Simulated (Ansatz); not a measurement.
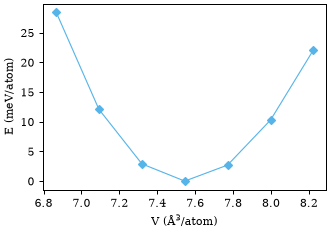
Figure. Be (hcp (Mg type), P6_3/mmc) under volume change, the program Ansatz at the LDA level (PAW), shape and atoms relaxed at each volume.

Problem. What does a third-order Birch–Murnaghan fit give for V₀, B₀ and B′?

Solution. V₀ = 7.54 Å³/atom, B₀ = 131 GPa, B′ = 3.3.

Symmetry was held in the LDA relaxation.

Potentials: the earlier of the program's two PAW sets. The files were generated under PBE; for other functionals the program regenerates the frozen cores, and for LDA and PBEsol the local potential too.
